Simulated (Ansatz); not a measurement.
# SrTiO3: molecular dynamics

Purpose: to heat the crystal hard, then run on and watch the hot state. Runs: 90 steps of 0.75 fs under a Langevin thermostat at 4200 K; 110 steps of 0.75 fs under a Langevin thermostat and barostat at 2940 K and 0 GPa. The start is the crystal (I4/mcm).

Method: DFT r2SCAN, plane waves, PAW, scalar-relativistic, no spin polarisation, in Ansatz 0.2.0.

### Step 1. The starting structure

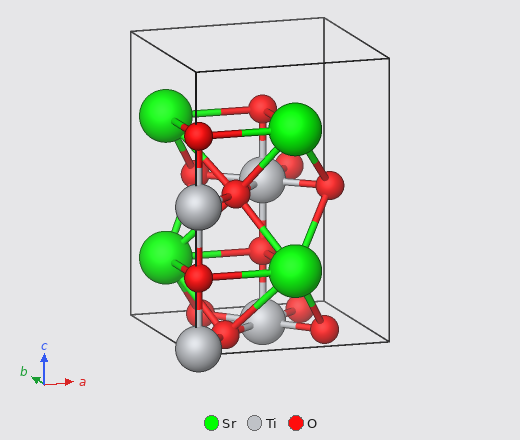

The starting structure, seen slightly off an axis (strontium green, titanium light grey, oxygen red). Each atom of the cell is drawn once.

The coordinates stand in the first input below.

### Step 2. Run 1

90 steps of 0.75 fs under a Langevin thermostat at 4200 K.

File input.yaml:

```yaml
accuracy: low
crystal:
  lattice:
    - [5.52233, 0.0, 0.0]
    - [0.0, 5.52233, 0.0]
    - [0.0, 0.0, 7.845264]
  atoms:
    - { symbol: Sr, position: [0.0, 0.5, 0.25] }
    - { symbol: Sr, position: [0.5, 0.0, 0.25] }
    - { symbol: Ti, position: [0.0, 0.0, 0.0] }
    - { symbol: Ti, position: [0.0, 0.0, 0.5] }
    - { symbol: O, position: [0.7709574, 0.2709575, 0.5] }
    - { symbol: O, position: [0.2290426, 0.2709574, 0.0] }
    - { symbol: O, position: [0.2709575, 0.2290425, 0.5] }
    - { symbol: O, position: [0.7290426, 0.2290426, 0.0] }
    - { symbol: O, position: [0.0, 0.0, 0.75] }
    - { symbol: O, position: [0.0, 0.0, 0.25] }
    - { symbol: Sr, position: [0.5, 0.0, 0.75] }
    - { symbol: Sr, position: [0.0, 0.5, 0.75] }
    - { symbol: Ti, position: [0.5, 0.5, 0.5] }
    - { symbol: Ti, position: [0.5, 0.5, 0.0] }
    - { symbol: O, position: [0.2709574, 0.7709574, 0.0] }
    - { symbol: O, position: [0.7290426, 0.7709574, 0.5] }
    - { symbol: O, position: [0.7709574, 0.7290426, 0.0] }
    - { symbol: O, position: [0.2290426, 0.7290426, 0.5] }
    - { symbol: O, position: [0.5, 0.5, 0.25] }
    - { symbol: O, position: [0.5, 0.5, 0.75] }
basis:
  ecutwfc: 500.0
kpoints:
  mp_grid: { grid: [2, 2, 2] }
hamiltonian:
  xc: r2scan
  pseudopotentials: { kind: paw, azcp: { folder: soft_1 } }
scf:
  occupations: { method: fermi_dirac, width: 0.36 }
  lower_state_search: "off"
md:
  timestep: 0.75
  n_steps: 90
  ensemble: nvt_langevin
  temperature: 4200.0
  initial_velocities: maxwell_boltzmann
  seed: 202498
  friction: 0.02
```

Run with:

```sh
$ ansatz run input.yaml --threads 2 --pin off --max-ram 5120MiB --backend cpu --events-out ev --progress --plain --runs-dir out
```

The log of the run (excerpt; [...] marks lines left out):

```text
Warning: md: disabling space-group detection — thermal motion breaks the input geometry's symmetry, so no spatial operation reduces the k-mesh or symmetrises the density; time reversal is kept, so that k and −k are solved as one point where they differ and the mesh holds both, and exact [...]
settings of this run that can trade accuracy for cost: accuracy: low. Do not mix this run's numbers with those of runs without the same settings; the input reference describes each key
Warning: RAYON_NUM_THREADS=2 ignored (pool sized by the plan → 2); use --threads N
band count auto-derived: 108 (N_el = 160.0; filled up to band 80; 100 by the electrons, moments and atoms)
[...]
Pseudopotentials: kind: paw
Pseudopotential: Sr, paw, valence charge 10, recommended cutoff 500 eV (meta_gga), <dir>
Pseudopotential: Ti, paw, valence charge 12, recommended cutoff 500 eV (meta_gga), <dir>
Pseudopotential: O, paw, valence charge 6, recommended cutoff 500 eV (meta_gga), <dir>
Functional definition: r2SCAN
[...]
Crystal: 20 atoms, lattice volume = 239.250 Å³
Basis set: ecut = 500 eV, 6057 PW (Γ), exchange–correlation on 135×135×180 points (27 copies of the dense FFT grid, shifted against one another)
Bands: 108, of which v1, the nominal top of the filled ones, is band 80 counted from 1 (79 counted from 0)
Symmetry: 1 space group operations
k-points: 8
[...]
SCF iter   1: F=-31095.348374 eV  HF=-31097.654023 eV  |F-HF|=2.31e0  |Δ(HF+E_count)|=         —  Δρ=5.80e-2  dr2=8.54e0  dr2_τ=1.39e0  ethr=3.10e-3  ⟨swp⟩=8.8  Hψ=4127  notcnv=0
[...]
md step     0: t =     0.00 fs  T =  3990.0 K  F+E_penalty+E_count = -31098.80451304 eV  E_kin = 10.314948 eV  (11 SCF iters)
[...]
md step     3: t =     2.25 fs  T =  3638.3 K  F+E_penalty+E_count = -31098.58748480 eV  E_kin = 9.405731 eV  (9 SCF iters)
[...]
md step     6: t =     4.50 fs  T =  3420.1 K  F+E_penalty+E_count = -31097.93984473 eV  E_kin = 8.841764 eV  (7 SCF iters)
[...]
md step     9: t =     6.75 fs  T =  3141.5 K  F+E_penalty+E_count = -31096.95539556 eV  E_kin = 8.121387 eV  (7 SCF iters)
md step    10: t =     7.50 fs  T =  3247.0 K  F+E_penalty+E_count = -31096.56685893 eV  E_kin = 8.394249 eV  (9 SCF iters)
md step    11: t =     8.25 fs  T =  3035.5 K  F+E_penalty+E_count = -31096.13315488 eV  E_kin = 7.847439 eV  (7 SCF iters)
```

### Step 3. The log goes on: dynamics from the start

The log, continued (excerpt; [...] marks lines left out):

```text
md step    12: t =     9.00 fs  T =  2898.2 K  F+E_penalty+E_count = -31095.67151752 eV  E_kin = 7.492457 eV  (7 SCF iters)
[...]
md step    31: t =    23.25 fs  T =  2362.5 K  F+E_penalty+E_count = -31094.16316777 eV  E_kin = 6.107553 eV  (8 SCF iters)
[...]
md step    50: t =    37.50 fs  T =  2447.3 K  F+E_penalty+E_count = -31092.26193139 eV  E_kin = 6.326730 eV  (9 SCF iters)
[...]
md step    69: t =    51.75 fs  T =  2624.5 K  F+E_penalty+E_count = -31089.33120881 eV  E_kin = 6.784970 eV  (7 SCF iters)
[...]
md step    88: t =    66.00 fs  T =  4582.9 K  F+E_penalty+E_count = -31090.86026481 eV  E_kin = 11.847821 eV  (7 SCF iters)
md step    89: t =    66.75 fs  T =  4597.0 K  F+E_penalty+E_count = -31090.68410008 eV  E_kin = 11.884244 eV  (7 SCF iters)
[...]
SCF converged after 2 iterations
Free energy (F): -31090.464137 eV
[...]
E sigma→0 (E₀):  -31090.246123 eV
Entropy (-TS):   -0.436028 eV (-21.801 meV/atom)
Fermi energy:    11.118319 eV
[...]
--- Forces (eV/Å), atoms counted from 1 ---
  atom   1  Sr     2.84575887     0.49654341     1.78340061
  atom   2  Sr    -0.75495110    -0.77544433     1.42891813
  atom   3  Ti    -1.19874663     2.25851036    -1.15229962
  atom   4  Ti    -2.16876181     0.00531216     1.38137254
  atom   5  O      2.63034348     2.70150800    -0.90900744
  atom   6  O      1.19499578     0.61724276     2.28961791
  atom   7  O     -1.74071497    -0.44737902    -2.33577664
  atom   8  O      2.14945743    -2.06612016    -1.03487664
[...]
--- MD trajectory: 90 steps, t = 0.0 → 67.5 fs ---
  final state: T = 4516.2 K   F+E_penalty+E_count = -31090.46413678 eV   E_kin = 11.675345 eV
settings of this run that can trade accuracy for cost: accuracy: low. Do not mix this run's numbers with those of runs without the same settings; the input reference describes each key
```

Run time: 25 min. Hardware: 2 threads of Arm Neoverse V1, shared host; peak memory 1.2 GiB.

### Step 4. Frames and traces

The trajectory, every 5 steps (energies from step 0); msd is the mean square displacement from the start, the centre of mass held:

```csv
time (fs),T (K),potential energy change (meV/atom),msd O (Å²),msd Ti (Å²),msd Sr (Å²)
0.0,3990,0.0,0.000,0.000,0.000
3.8,3458,30.0,0.009,0.003,0.001
7.5,3247,111.9,0.029,0.011,0.004
11.2,2289,224.7,0.055,0.024,0.009
15.0,1696,278.5,0.074,0.031,0.017
18.8,2019,267.9,0.086,0.036,0.022
22.5,2421,237.5,0.097,0.039,0.026
26.2,3033,219.9,0.111,0.044,0.030
30.0,3029,249.9,0.132,0.054,0.034
33.8,2698,303.6,0.160,0.063,0.037
37.5,2447,327.1,0.188,0.066,0.041
41.2,2795,323.2,0.210,0.065,0.046
45.0,3241,365.0,0.233,0.062,0.050
48.8,2936,425.5,0.248,0.064,0.055
52.5,2806,482.6,0.255,0.064,0.061
56.2,3565,489.0,0.251,0.063,0.068
60.0,3659,433.5,0.238,0.060,0.074
63.8,4699,388.7,0.219,0.060,0.081
67.5,4516,417.0,0.205,0.065,0.086
```

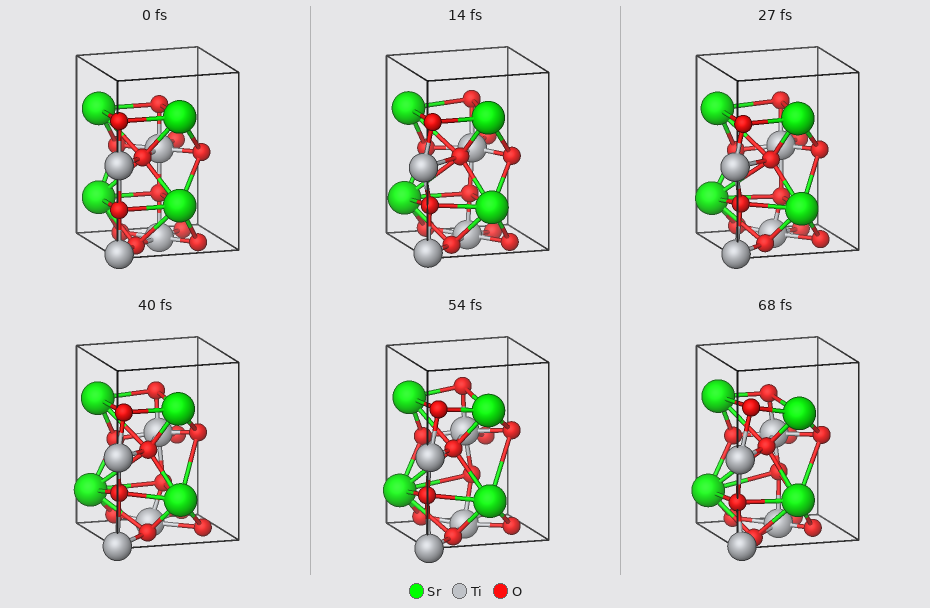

The system at six times, viewed slightly off an axis. Each atom of the cell is drawn once. Atoms are followed across the cell's faces. Sticks are the contacts of the first frame, kept unless stretched by 40 %.

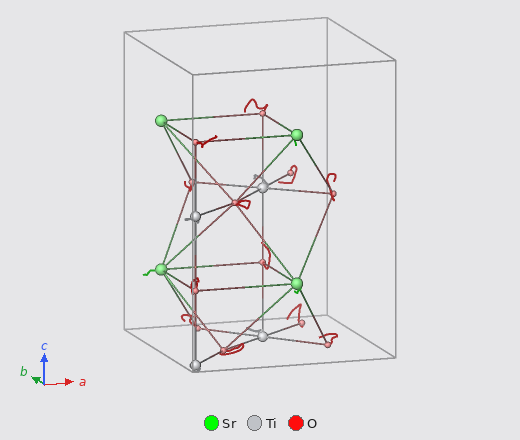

The track of every atom over the whole run, drawn from its starting place (pale balls).

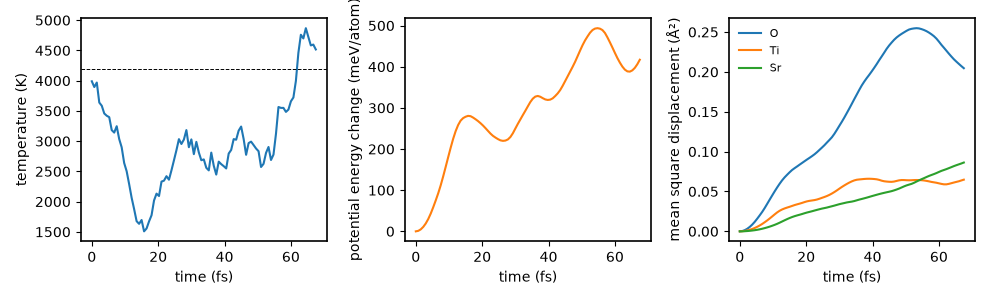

Time series of the run, each on its own scale. The dashed line is the set temperature.

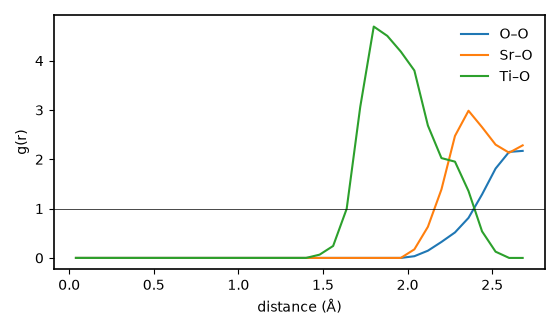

Pair distribution functions over the second half of the run, in bins of 0.08 Å, lightly smoothed, out to 2.8 Å.

First peaks of g(r) that rise above 1 (not always the tallest), and, where a minimum follows, the mean number of second-named atoms round a first-named one up to the next minimum:

```csv
pair,peak (Å),height,minimum (Å),neighbours
Sr–O,2.36,3.0,-,-
Ti–O,1.80,4.7,-,-
```

### Step 5. Frames from the trajectory

Extended XYZ, with forces in eV/Å:

```xyz
20
Lattice="5.522 0.000 0.000 0.000 5.522 0.000 0.000 0.000 7.845" Properties=species:S:1:pos:R:3:forces:R:3 pbc="T T T" time_fs=13.5 T=1677 dE=5.3798
Sr   -0.175    2.805    1.938    1.468    0.141    0.009
Sr    2.847   -0.048    1.892   -1.542    0.265    0.238
Ti   -0.021    0.085    0.044    0.089   -1.093   -1.940
Ti   -0.250    0.017    3.846    6.850   -6.537    3.395
O     4.185    1.231    3.817   -2.333    5.716    1.006
O     1.474    1.347    0.049   -0.943    1.722   -0.726
O     1.872    1.336    3.930   -4.483   -3.737    0.870
O     4.098    1.253    0.013   -0.442    1.023    0.137
O     0.093   -0.211    5.881   -0.066    2.133    0.220
O     0.096    0.194    2.125   -0.378   -0.276   -2.899
Sr    2.723    0.082    5.832   -0.273   -1.204    1.021
Sr    0.000    2.783    5.897    0.285    0.862    0.076
Ti    2.866    2.662    3.971   -2.727    4.710    0.336
Ti    2.692    2.818    0.110    0.266    0.352   -1.593
O     1.352    4.444    0.175    2.661   -4.092    0.401
O     4.074    4.153    4.123    0.518    0.688   -2.155
O     4.254    3.981   -0.093    0.431    1.122    2.782
O     1.190    3.912    3.829    1.286   -0.385    0.050
O     2.753    2.676    1.960    1.148    0.874    0.212
O     2.978    3.070    6.037   -1.815   -2.283   -1.438
20
Lattice="5.522 0.000 0.000 0.000 5.522 0.000 0.000 0.000 7.845" Properties=species:S:1:pos:R:3:forces:R:3 pbc="T T T" time_fs=27.0 T=2953 dE=4.4116
Sr   -0.277    2.858    1.918    1.494   -0.593    0.372
Sr    2.849   -0.019    1.823   -1.388    0.636    1.075
Ti   -0.095    0.134   -0.011    1.628   -1.884    0.037
Ti   -0.214   -0.085    3.889    4.201    0.935   -0.147
O     4.146    1.417    4.056    2.521   -0.730    0.315
O     1.596    1.207    0.137   -1.608    1.256   -2.314
O     1.819    1.106    3.844   -1.023    0.319    1.472
O     4.148    1.301    0.121    0.365    1.107   -1.321
O     0.128   -0.172    5.786   -0.088    1.267    1.654
O     0.212    0.408    2.144   -1.978   -1.670   -1.003
Sr    2.720    0.137    5.788   -0.154   -1.131    1.134
Sr   -0.059    2.751    5.891    0.100    0.735   -0.147
Ti    2.817    2.685    4.082   -4.575    0.829   -0.821
Ti    2.514    2.902    0.163    1.644   -1.211   -2.392
O     1.328    4.205    0.320   -0.651   -0.517   -0.645
O     4.127    4.118    3.990   -1.340    0.180   -1.442
O     4.216    4.151    0.006    0.071    0.514    0.863
O     1.096    3.672    3.782    1.288    0.814    0.586
O     2.818    2.669    1.827    0.848    0.615    3.520
O     2.929    3.066    5.978   -1.356   -1.473   -0.793
20
Lattice="5.522 0.000 0.000 0.000 5.522 0.000 0.000 0.000 7.845" Properties=species:S:1:pos:R:3:forces:R:3 pbc="T T T" time_fs=40.5 T=2549 dE=6.4009
Sr   -0.321    2.903    1.842    0.745   -2.362    3.248
Sr    2.795   -0.004    1.768   -0.024    0.476    2.504
Ti   -0.062    0.064   -0.094    0.691    0.635    1.065
Ti   -0.065   -0.090    3.848    1.176    0.760   -0.605
O     4.165    1.688    4.316    1.979   -3.975   -0.488
O     1.680    1.129    0.181   -1.815    0.953   -2.453
O     1.660    0.988    3.865    0.481   -0.056    1.862
O     4.255    1.303    0.190    0.323    1.143   -2.131
O     0.181   -0.094    5.833   -0.532   -0.048    1.523
O     0.164    0.479    2.165   -1.552   -2.209   -0.407
Sr    2.741    0.147    5.765    0.334   -0.582    0.707
Sr   -0.041    2.765    5.896   -0.398    0.226    0.379
Ti    2.699    2.723    4.205   -1.075    0.239   -3.893
Ti    2.380    2.871    0.221    5.378   -4.038    0.592
O     1.100    3.908    0.448   -0.261    3.203   -1.561
O     4.021    4.094    3.737   -0.265    2.893    1.380
O     4.300    4.294    0.341   -2.759   -0.613   -2.550
O     0.991    3.429    3.892    0.132    2.892    0.002
O     2.934    2.740    1.977   -2.129   -0.251   -0.810
O     2.660    2.892    6.028   -0.430    0.716    1.636
20
Lattice="5.522 0.000 0.000 0.000 5.522 0.000 0.000 0.000 7.845" Properties=species:S:1:pos:R:3:forces:R:3 pbc="T T T" time_fs=54.0 T=2689 dE=9.8535
Sr   -0.378    2.839    1.830    1.564   -1.452    3.923
Sr    2.786    0.049    1.707   -0.213   -0.227    2.214
Ti   -0.004   -0.008   -0.176   -0.923   -0.022    4.188
Ti    0.058    0.041    3.831   -4.480   -0.938   -0.978
O     4.269    1.502    4.440   -1.025   -0.243   -0.507
O     1.554    1.355   -0.030   -2.815   -4.649    1.658
O     1.451    1.005    3.926    5.273    2.481    1.236
O     4.213    1.344    0.253   -0.416    0.533   -2.816
O     0.426   -0.011    5.939   -1.738   -1.166    0.060
O     0.052    0.440    2.077    0.354   -1.715   -0.368
Sr    2.746    0.123    5.698    1.402   -0.400    0.909
Sr    0.022    2.747    5.933   -1.825   -0.330    2.482
Ti    2.576    2.808    4.262    1.564   -0.900   -5.341
Ti    2.511    2.705    0.176    2.008    2.869    3.966
O     0.936    3.830    0.384    4.557    1.911   -1.940
O     4.059    4.379    3.634   -1.882   -0.177    3.290
O     4.256    4.274    0.408   -3.353    0.482   -3.711
O     0.845    3.343    4.044    2.616    3.019   -0.943
O     2.909    2.870    2.310   -2.728   -1.599   -1.010
O     2.423    2.645    6.293    2.062    2.521   -6.314
20
Lattice="5.522 0.000 0.000 0.000 5.522 0.000 0.000 0.000 7.845" Properties=species:S:1:pos:R:3:forces:R:3 pbc="T T T" time_fs=67.5 T=4516 dE=8.3404
Sr   -0.490    2.724    1.861    2.846    0.496    1.783
Sr    2.725    0.114    1.737   -0.755   -0.775    1.429
Ti    0.070   -0.173   -0.053   -1.199    2.259   -1.152
Ti    0.063    0.054    3.727   -2.169    0.005    1.381
O     4.196    1.285    4.287    2.630    2.701   -0.909
O     1.144    1.405   -0.067    1.195    0.617    2.290
O     1.603    1.042    4.012   -1.741   -0.447   -2.336
O     3.855    1.472    0.164    2.149   -2.066   -1.035
O     0.507   -0.110    6.035   -2.872   -1.021   -1.640
O    -0.017    0.161    1.825    0.021    0.229    3.169
Sr    2.779    0.108    5.573    0.865   -1.089    3.282
Sr   -0.021    2.759    5.986   -1.258   -0.809    1.044
Ti    2.562    2.872    4.147    0.239   -0.595    0.883
Ti    2.702    2.699    0.192   -4.870    1.977   -2.662
O     1.055    4.000    0.280    2.285   -1.881    1.008
O     3.824    4.638    3.621    0.218   -3.159    1.570
O     3.901    4.166    0.088   -0.130    0.017   -0.448
O     0.869    3.383    4.056   -1.021    3.701   -2.156
O     2.736    2.758    2.472    0.121   -1.119   -7.642
O     2.249    2.679    5.975    3.444    0.957    2.140
```

Reading of run 1. Against a set 4200 K the second half averages 3268 K, going from 2698 to 4516 K over that half. Counted from the crystal's sites, with the common drift removed, the atoms stand 0.39 Å away over the last tenth of the run (root mean square), 20 % of the neighbour distance: near the range, 10 to 20 % and a little above, in which crystals usually melt.

### Step 6. Run 2

110 steps of 0.75 fs under a Langevin thermostat and barostat at 2940 K and 0 GPa, starting from the last frame of an earlier run, with new velocities.

File input.yaml:

```yaml
accuracy: low
crystal:
  lattice:
    - [5.52233, 0.0, 0.0]
    - [0.0, 5.52233, 0.0]
    - [0.0, 0.0, 7.845264]
  atoms:
    - { symbol: Sr, position: [-0.08878975, 0.49320167, 0.23725955] }
    - { symbol: Sr, position: [0.49339185, 0.02058226, 0.22141421] }
    - { symbol: Ti, position: [0.01269725, -0.03142128, -0.00676452] }
    - { symbol: Ti, position: [0.01137236, 0.00977175, 0.47513074] }
    - { symbol: O, position: [0.75979944, 0.23263183, 0.54640451] }
    - { symbol: O, position: [0.20714413, 0.2544062, -0.0085594] }
    - { symbol: O, position: [0.29023955, 0.18859374, 0.51134532] }
    - { symbol: O, position: [0.69812224, 0.26660235, 0.02092391] }
    - { symbol: O, position: [0.09175325, -0.01993872, 0.76926383] }
    - { symbol: O, position: [-0.00304173, 0.02922675, 0.23269123] }
    - { symbol: Sr, position: [0.50320007, 0.01962635, 0.71037982] }
    - { symbol: Sr, position: [-0.00379692, 0.49961475, 0.76298396] }
    - { symbol: Ti, position: [0.46390963, 0.52011828, 0.52862124] }
    - { symbol: Ti, position: [0.4892333, 0.48876549, 0.02450744] }
    - { symbol: O, position: [0.19096205, 0.72441999, 0.03574832] }
    - { symbol: O, position: [0.692384, 0.83991973, 0.46157736] }
    - { symbol: O, position: [0.7064957, 0.75436805, 0.01118919] }
    - { symbol: O, position: [0.15739295, 0.61265142, 0.51706394] }
    - { symbol: O, position: [0.49540439, 0.49934652, 0.31509824] }
    - { symbol: O, position: [0.40720075, 0.48508812, 0.76165879] }
basis:
  ecutwfc: 500.0
kpoints:
  mp_grid: { grid: [2, 2, 2] }
hamiltonian:
  xc: r2scan
  pseudopotentials: { kind: paw, azcp: { folder: soft_1 } }
scf:
  occupations: { method: fermi_dirac, width: 0.36 }
  lower_state_search: "off"
md:
  timestep: 0.75
  n_steps: 110
  ensemble: npt_langevin
  temperature: 2940.0
  initial_velocities: maxwell_boltzmann
  seed: 490511
  friction: 0.005
  pressure: 0.0
  fix_cell: [shape]
```

Run with:

```sh
$ ansatz run input.yaml --threads 2 --pin off --max-ram 5120MiB --backend cpu --events-out ev --progress --plain --runs-dir out
```

The log of the run (excerpt; [...] marks lines left out):

```text
Warning: md: disabling space-group detection — thermal motion breaks the input geometry's symmetry, so no spatial operation reduces the k-mesh or symmetrises the density; time reversal is kept, so that k and −k are solved as one point where they differ and the mesh holds both, and exact [...]
settings of this run that can trade accuracy for cost: accuracy: low. Do not mix this run's numbers with those of runs without the same settings; the input reference describes each key
Warning: RAYON_NUM_THREADS=2 ignored (pool sized by the plan → 2); use --threads N
band count auto-derived: 108 (N_el = 160.0; filled up to band 80; 100 by the electrons, moments and atoms)
[...]
Pseudopotentials: kind: paw
Pseudopotential: Sr, paw, valence charge 10, recommended cutoff 500 eV (meta_gga), <dir>
Pseudopotential: Ti, paw, valence charge 12, recommended cutoff 500 eV (meta_gga), <dir>
Pseudopotential: O, paw, valence charge 6, recommended cutoff 500 eV (meta_gga), <dir>
Functional definition: r2SCAN
[...]
Crystal: 20 atoms, lattice volume = 239.250 Å³
[...]
md step     0: t =     0.00 fs  T =  2793.0 K  F+E_penalty+E_count = -31090.46413253 eV  E_kin = 7.220464 eV  conserved = -31084.63139389 eV  P_inst = 17.3658 GPa  V = 239.2502 Å³  selection 1  (14 SCF iters)
[...]
md step     3: t =     2.25 fs  T =  2865.9 K  F+E_penalty+E_count = -31090.20911835 eV  E_kin = 7.408954 eV  conserved = -31084.62987984 eV  P_inst = 18.5060 GPa  V = 239.3776 Å³  selection 1  (10 SCF iters)
[...]
md step     6: t =     4.50 fs  T =  2663.7 K  F+E_penalty+E_count = -31090.21369683 eV  E_kin = 6.886261 eV  conserved = -31084.62858730 eV  P_inst = 18.5170 GPa  V = 239.7260 Å³  selection 1  (6 SCF iters)
[...]
md step     9: t =     6.75 fs  T =  2715.4 K  F+E_penalty+E_count = -31090.70615083 eV  E_kin = 7.019911 eV  conserved = -31084.62871544 eV  P_inst = 17.4898 GPa  V = 240.3150 Å³  selection 1  (6 SCF iters)
[...]
md step    12: t =     9.00 fs  T =  3018.5 K  F+E_penalty+E_count = -31091.58947057 eV  E_kin = 7.803471 eV  conserved = -31084.63060423 eV  P_inst = 15.4967 GPa  V = 241.0959 Å³  selection 1  (7 SCF iters)
md step    13: t =     9.75 fs  T =  3144.5 K  F+E_penalty+E_count = -31091.92596064 eV  E_kin = 8.129104 eV  conserved = -31084.63129447 eV  P_inst = 14.6828 GPa  V = 241.4052 Å³  selection 1  (7 SCF iters)
```

[end of part 1 of 2]
